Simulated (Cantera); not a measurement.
A closed system holds: 1 mol N2O, 0.1 mol O2, 0.33 mol N2, held at 0.00170 bar.

Method: chemical equilibrium by Gibbs-energy minimisation in Cantera with the NASA 1993 tables (ideal gas, pure condensed phases). Ions and electrons are included (thermal ionisation). Rates play no part.

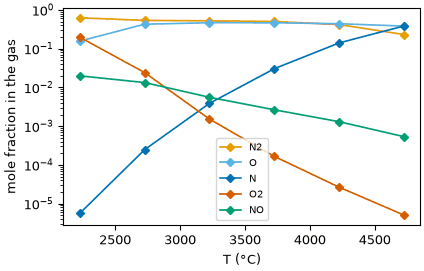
Fig. 1. Equilibrium gas composition (values under 1e-9 drawn at 1e-9)

From 2227 °C to 4727 °C nothing is condensed.
